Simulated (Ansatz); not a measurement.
Run report: C₂H₁₀AlN, nudged elastic band (part 2 of 2)

The same run, continued: C₂H₁₀AlN; RKS PBE-D4/6-31G* (Ansatz 0.2.0). It belongs to a series of runs on one base structure; here: band between the two ends.

Geometry of the input (Å):
```
Al 0.0357  0.1343  -0.4604
N  1.4409  -0.2714  0.5918
C  -0.7806  -1.3287  -1.5023
C  -0.5741  2.0125  -0.4805
H  0.5705  -0.9419  2.9720
H  0.4363  -1.1443  3.6864
H  1.9627  0.3971  1.1585
H  1.8722  -1.1933  0.6577
H  -1.8465  -1.4588  -1.2407
H  -0.7501  -1.1173  -2.5868
H  -0.2803  -2.2991  -1.3407
H  0.1395  2.6639  -1.0164
H  -1.5525  2.1239  -0.9787
H  -0.6737  2.4231  0.5397
```

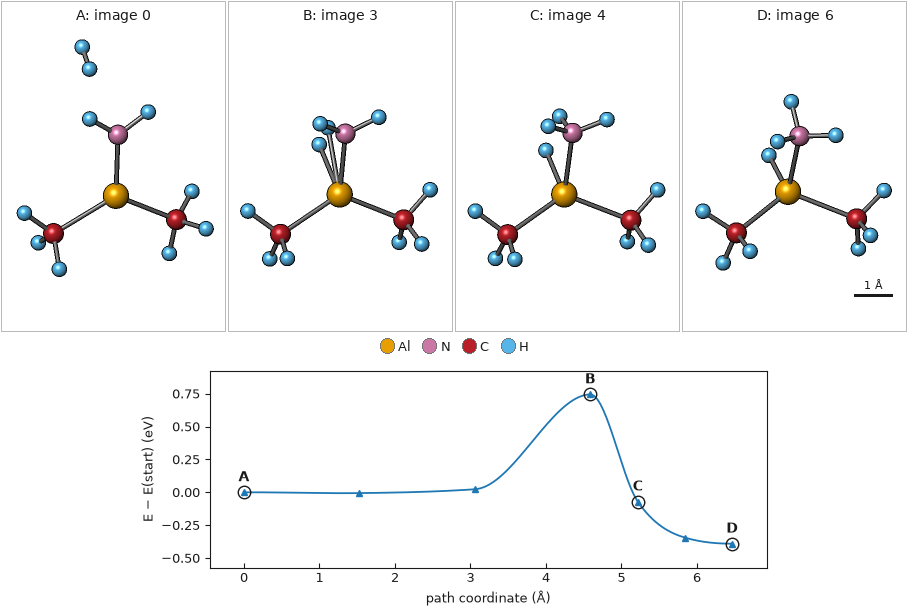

Figure 1. Images of the last band (counted from 0; ball-and-stick, seen at a tilt) above the energy along the path; the line is a cubic interpolation that uses the forces. The highest image is number 3, 0.745 eV above the start and 1.135 eV above the end (the climbing image); the end lies 0.391 eV below the start. The path is 6.47 Å long. The band converged in 20 iterations.

```
Total energy: -10314.45067988 eV, -379.0490710998 hartree
Atom 0 at    -0.112784    -0.003493     0.018759 Å, force     0.010362     0.005484    -0.000917 eV/Å
Atom 1 at     1.611467    -0.334216     0.836307 Å, force    -0.016580    -0.011520    -0.012629 eV/Å
Atom 2 at    -0.710952    -1.431556    -1.200896 Å, force     0.001751     0.011281     0.017521 eV/Å
Atom 3 at    -0.582178     1.906784    -0.100016 Å, force     0.005355    -0.005938    -0.000391 eV/Å
Atom 4 at     0.478065    -0.571808     1.678736 Å, force    -0.006421     0.014746     0.010522 eV/Å
Atom 5 at    -0.530910    -0.561108     1.765219 Å, force     0.015417    -0.007196    -0.006263 eV/Å
Atom 6 at     2.224982     0.422786     1.148618 Å, force    -0.004821    -0.003192     0.003783 eV/Å
Atom 7 at     2.166646    -1.168638     0.630248 Å, force     0.000121     0.002249     0.000009 eV/Å
Atom 8 at    -1.809795    -1.442023    -1.314845 Å, force    -0.000526    -0.001922    -0.001269 eV/Å
Atom 9 at    -0.285638    -1.296378    -2.212949 Å, force     0.001690    -0.000492    -0.005143 eV/Å
Atom 10 at    -0.410259    -2.435788    -0.852627 Å, force    -0.000081    -0.005788    -0.004200 eV/Å
Atom 11 at    -0.184611     2.357336    -1.028848 Å, force     0.000010     0.002135    -0.001837 eV/Å
Atom 12 at    -1.675555     2.063956    -0.112135 Å, force    -0.004225    -0.000356    -0.000417 eV/Å
Atom 13 at    -0.178582     2.494049     0.744227 Å, force    -0.002052     0.000511     0.001231 eV/Å
Dipole moment:     0.398501    -0.021181     0.015774 e Å
this run last wrote the band of iteration 20 to [file]
```

The last band as extended XYZ (Å, eV, eV/Å):
```
14
Properties=species:S:1:pos:R:3:forces:R:3 image=0 energy=-10315.19533
Al    0.0357    0.1343   -0.4604    0.0141  -0.0003  -0.0044
N     1.4409   -0.2714    0.5918   -0.0133   0.0040  -0.0091
C    -0.7806   -1.3287   -1.5023   -0.0001   0.0030   0.0054
C    -0.5741    2.0125   -0.4805    0.0021  -0.0224   0.0064
H     0.5705   -0.9419    2.9720   -0.0005   0.0003  -0.0002
H     0.4363   -1.1443    3.6864   -0.0018  -0.0003   0.0001
H     1.9627    0.3971    1.1585    0.0025   0.0021   0.0044
H     1.8722   -1.1933    0.6577    0.0036  -0.0049   0.0018
H    -1.8465   -1.4588   -1.2407   -0.0076  -0.0016   0.0025
H    -0.7501   -1.1173   -2.5868    0.0025   0.0021  -0.0053
H    -0.2803   -2.2991   -1.3407    0.0038  -0.0037   0.0008
H     0.1395    2.6639   -1.0164    0.0087   0.0085  -0.0151
H    -1.5525    2.1239   -0.9787   -0.0131   0.0051  -0.0046
H    -0.6737    2.4231    0.5397   -0.0010   0.0079   0.0174
14
Properties=species:S:1:pos:R:3:forces:R:3 image=1 energy=-10315.20125
Al    0.1271    0.1286   -0.4316    0.0116   0.0102  -0.0267
N     1.5703   -0.2691    0.5695   -0.0204   0.0020   0.0112
C    -0.6947   -1.3276   -1.4794   -0.0095  -0.0011   0.0122
C    -0.5288    1.9902   -0.3950    0.0018  -0.0445   0.0029
H     0.2197   -0.8953    2.7958   -0.0011  -0.0017   0.0021
H    -0.1402   -1.0769    3.4336    0.0069   0.0000   0.0010
H     2.0809    0.3990    1.1471    0.0012  -0.0074   0.0032
H     2.0030   -1.1904    0.6359    0.0041   0.0050  -0.0039
H    -1.7454   -1.4907   -1.1766    0.0005  -0.0035  -0.0045
H    -0.7139   -1.0954   -2.5599    0.0051   0.0072   0.0047
H    -0.1643   -2.2881   -1.3578    0.0014  -0.0033  -0.0016
H    -0.4094    2.4800   -1.3787   -0.0052   0.0057   0.0053
H    -1.6066    2.0273   -0.1525    0.0081   0.0170  -0.0028
H     0.0022    2.6082    0.3495   -0.0045   0.0145  -0.0031
14
Properties=species:S:1:pos:R:3:forces:R:3 image=2 energy=-10315.17200
Al    0.2072    0.1018   -0.3324    0.0053  -0.0006  -0.0189
N     1.7880   -0.2393    0.4597    0.0038   0.0054   0.0056
C    -0.6765   -1.3845   -1.2841    0.0164   0.0139   0.0031
C    -0.5025    1.9384   -0.1953    0.0070  -0.0068  -0.0146
H    -0.1004   -0.7633    2.2827   -0.0301  -0.0061   0.0213
H    -0.7768   -0.8463    2.6092   -0.0008  -0.0100   0.0317
H     2.3390    0.4441    0.9790    0.0044  -0.0032  -0.0070
H     2.2577   -1.1446    0.4669    0.0018   0.0052  -0.0099
H    -1.7702   -1.3767   -1.1293   -0.0023   0.0001   0.0016
H    -0.5106   -1.3181   -2.3750   -0.0092  -0.0033  -0.0069
H    -0.3011   -2.3705   -0.9580    0.0028  -0.0005  -0.0066
H    -0.3271    2.5077   -1.1267   -0.0071   0.0045   0.0005
H    -1.5937    1.9438   -0.0232    0.0028  -0.0043   0.0020
H    -0.0332    2.5074    0.6263    0.0052   0.0059  -0.0019
14
Properties=species:S:1:pos:R:3:forces:R:3 image=3 energy=-10314.45064
Al   -0.1128   -0.0035    0.0188    0.0104   0.0055  -0.0009
N     1.6115   -0.3342    0.8363   -0.0166  -0.0115  -0.0126
C    -0.7110   -1.4316   -1.2009    0.0018   0.0113   0.0175
C    -0.5822    1.9068   -0.1000    0.0054  -0.0059  -0.0004
H     0.4781   -0.5718    1.6787   -0.0064   0.0147   0.0105
H    -0.5309   -0.5611    1.7652    0.0154  -0.0072  -0.0063
H     2.2250    0.4228    1.1486   -0.0048  -0.0032   0.0038
H     2.1666   -1.1686    0.6302    0.0001   0.0022   0.0000
H    -1.8098   -1.4420   -1.3148   -0.0005  -0.0019  -0.0013
H    -0.2856   -1.2964   -2.2129    0.0017  -0.0005  -0.0051
H    -0.4103   -2.4358   -0.8526   -0.0001  -0.0058  -0.0042
H    -0.1846    2.3573   -1.0288    0.0000   0.0021  -0.0018
H    -1.6756    2.0640   -0.1121   -0.0042  -0.0004  -0.0004
H    -0.1786    2.4940    0.7442   -0.0021   0.0005   0.0012
14
Properties=species:S:1:pos:R:3:forces:R:3 image=4 energy=-10315.26583
Al   -0.3253   -0.0320    0.1306   -0.3074  -0.0302   0.1691
N     1.5765   -0.3568    0.9145   -0.0579  -0.0403   0.1090
C    -0.7082   -1.4302   -1.2170    0.0032   0.0091  -0.0135
C    -0.5787    1.9146   -0.1232    0.0066   0.0073  -0.0304
H     0.9726   -0.6029    1.7336    0.7339  -0.0434   0.0741
H    -0.7717   -0.5159    1.6703   -0.3474   0.0554  -0.1446
H     2.1951    0.4265    1.1505   -0.0422  -0.0009  -0.0028
H     2.1378   -1.1670    0.6315   -0.0326  -0.0001  -0.0059
H    -1.8067   -1.4694   -1.3487    0.0010  -0.0395  -0.0526
H    -0.2699   -1.2844   -2.2194    0.0203   0.0278  -0.0130
H    -0.4087   -2.4336   -0.8603    0.0023   0.0013  -0.0248
H    -0.1682    2.3450   -1.0531    0.0167  -0.0104  -0.0262
H    -1.6690    2.1059   -0.1341    0.0025   0.0624  -0.0207
H    -0.1759    2.5000    0.7248    0.0012   0.0015  -0.0177
14
Properties=species:S:1:pos:R:3:forces:R:3 image=5 energy=-10315.53997
Al   -0.4528   -0.0654    0.2523   -0.0387  -0.0048   0.0332
N     1.5305   -0.3591    0.9417   -0.0174  -0.0016   0.0023
C    -0.7005   -1.4215   -1.1856   -0.0003   0.0057   0.0203
C    -0.5753    1.8876   -0.1207    0.0006  -0.0089   0.0090
H     1.3389   -0.6597    1.9040    0.1129  -0.0237   0.0616
H    -1.0502   -0.5104    1.7077   -0.0858   0.0001   0.0068
H     2.1233    0.4779    0.9889   -0.0257   0.0122  -0.0482
H     2.0660   -1.1054    0.4829   -0.0234   0.0178  -0.0462
H    -1.7826   -1.5058   -1.4057    0.0097  -0.0099  -0.0222
H    -0.2039   -1.2030   -2.1486    0.0244   0.0300   0.0183
H    -0.3818   -2.4331   -0.8688    0.0073  -0.0041  -0.0113
H    -0.1102    2.2290   -1.0634    0.0223  -0.0351  -0.0036
H    -1.6455    2.1653   -0.1830    0.0085   0.0209  -0.0146
H    -0.1560    2.5037    0.6980    0.0058   0.0015  -0.0054
14
Properties=species:S:1:pos:R:3:forces:R:3 image=6 energy=-10315.58596
Al   -0.5500   -0.0954    0.3644    0.0037  -0.0019  -0.0013
N     1.4862   -0.3448    0.8924    0.0022   0.0003   0.0010
C    -0.7006   -1.4139   -1.1247   -0.0054  -0.0259  -0.0169
C    -0.5662    1.8504   -0.0736    0.0014  -0.0019  -0.0075
H     1.5667   -0.6508    1.8689    0.0003   0.0005  -0.0007
H    -1.1936   -0.5337    1.7956   -0.0012   0.0003   0.0037
H     2.0122    0.5320    0.7960   -0.0020  -0.0008  -0.0006
H     1.9459   -1.0511    0.3056   -0.0019  -0.0003  -0.0004
H    -1.7448   -1.4859   -1.4859    0.0289   0.0038   0.0041
H    -0.0880   -1.1485   -2.0087   -0.0150  -0.0060   0.0201
H    -0.4147   -2.4411   -0.8226   -0.0083   0.0295  -0.0073
H     0.0903    2.1073   -0.9277   -0.0018   0.0019   0.0024
H    -1.5809    2.1868   -0.3583   -0.0011   0.0007   0.0018
H    -0.2626    2.4885    0.7784    0.0003  -0.0001   0.0015
```

Key numbers:

```csv
quantity,value
outcome,converged
"barrier, forward",0.745 eV
"barrier, backward",1.135 eV
hardware,"2 threads of AMD EPYC (Zen 4), 16 GiB of memory available, shared host"
wall time,1.7 min (CPU time 3.2 min)
peak memory,0.17 GiB
```

Notes:

The order of the saddle point was not checked.
